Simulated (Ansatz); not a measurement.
Density of states of Sr₂TaN₃ (C2/c, 24 atoms in the cell).

```xyz
24
Lattice="2.9556 -5.5733 0.0000 2.9556 5.5733 0.0000 -0.4901 0.0000 12.4195" Properties=species:S:1:pos:R:3 pbc="T T T"
Sr     4.2030    -2.2449     4.4437
Sr     1.4631    -2.2449     1.7661
Sr     1.2180     2.2449     7.9758
Sr     3.9579     2.2449    10.6534
N      1.9493     3.7899     1.7114
N      3.7167     3.7899     4.4983
N      3.4716    -3.7899    10.7081
N      1.7043    -3.7899     7.9212
Ta     1.2238    -0.0089     4.1742
Ta     4.4422    -0.0089     2.0356
Ta     4.1972     0.0089     8.2453
Ta     0.9787     0.0089    10.3839
Sr     1.5461     1.2663     0.9488
Sr     4.1199     1.2663     5.2609
Sr     3.8748    -1.2663    11.4706
Sr     1.3011    -1.2663     7.1586
N      2.8330    -4.6771     3.1049
N      2.5879     4.6771     9.3146
N      2.8330    -0.0156     3.1049
N      2.5879     0.0156     9.3146
N      1.3926     1.0043     5.6620
N      4.2734     1.0043     0.5477
N      4.0283    -1.0043     6.7574
N      1.1476    -1.0043    11.8718
```

Method of the run: PBEsol, default PAW files made with PBE (plane waves; Ansatz, a program for electronic structure).

SCF settings: basis.ecutwfc = 420 eV; kpoints.mp_grid.grid = 3 3 1; hamiltonian.xc = pbesol; hamiltonian.pseudopotentials = {kind: paw} (the program's default PAW files); scf.occupations.method = methfessel_paxton; scf.occupations.width = 0.05 eV. Keys of the DOS step: output.dos.nscf_kmesh.grid = 6 6 2.

The starting cell comes from a database of published, mostly measured structures (it also holds non-ambient and calculated ones), without a prior relaxation at this level. Its lattice was rescaled by a random factor within 2.5 % of one. Spin-orbit coupling is off.

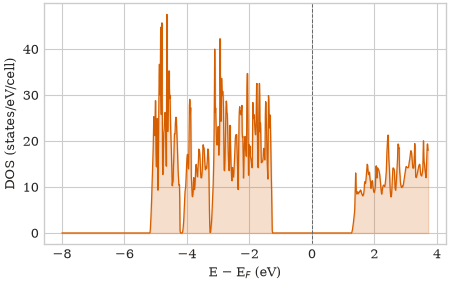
*Total density of states, both spins summed.*

Total DOS (both spins), as means of the tabulated values in each energy bin; the zero is the program's Fermi level or highest filled level, and the curve is cut to this window:

(E (eV), states/eV/cell): (-7.88, 0.00); (-7.62, 0.00); (-7.38, 0.00); (-7.12, 0.00); (-6.88, 0.00); (-6.62, 0.00); (-6.38, 0.00); (-6.12, 0.00); (-5.88, 0.00); (-5.62, 0.00); (-5.38, 0.00); (-5.12, 10.2); (-4.88, 25.2); (-4.62, 26.0); (-4.38, 17.5); (-4.12, 4.88); (-3.88, 15.9); (-3.62, 14.0); (-3.38, 14.4); (-3.12, 15.9); (-2.88, 24.7); (-2.62, 18.3); (-2.38, 20.0); (-2.12, 21.0); (-1.88, 21.7); (-1.62, 19.7); (-1.38, 18.8); (-1.12, 0.00); (-0.88, 0.00); (-0.62, 0.00); (-0.38, 0.00); (-0.12, 0.00); (0.12, 0.00); (0.38, 0.00); (0.62, 0.00); (0.88, 0.00); (1.12, 0.00); (1.38, 5.47); (1.62, 9.45); (1.88, 11.8); (2.12, 11.8); (2.38, 13.6); (2.62, 11.5); (2.88, 12.9); (3.12, 15.4); (3.38, 14.2)

The gap on the SCF mesh is 2.53 eV.

Keys are those of Ansatz 0.2.
